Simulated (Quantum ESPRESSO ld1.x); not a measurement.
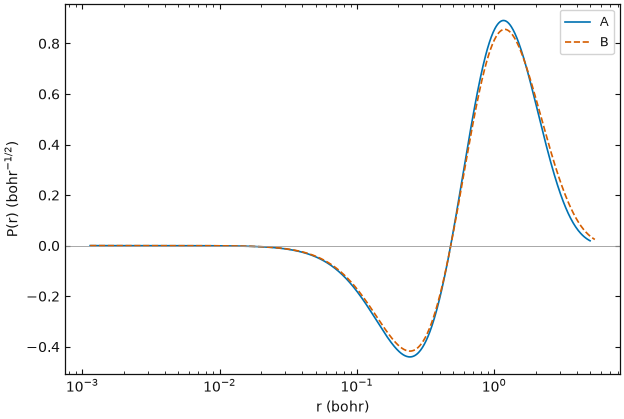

Two charge states of ruthenium were computed: Ru²⁺ in [Kr] 4d6; Ru³⁺ in [Kr] 4d5. Computed with Quantum ESPRESSO ld1.x 7.5: scalar-relativistic Kohn-Sham, exchange-only PBE, spin-unpolarised, spherical densities, point nucleus.

The plot shows P(r) = r R(r) of the 4d orbital in both runs (large components where relativistic).

### Which curve belongs to which run?

A is Ru³⁺ in [Kr] 4d5 (⟨r⟩ = 1.45 bohr, eigenvalue −36.2 eV); B is Ru²⁺ in [Kr] 4d6 (⟨r⟩ = 1.54 bohr, eigenvalue −23.1 eV). Fewer electrons screen less, so the orbital shrinks.
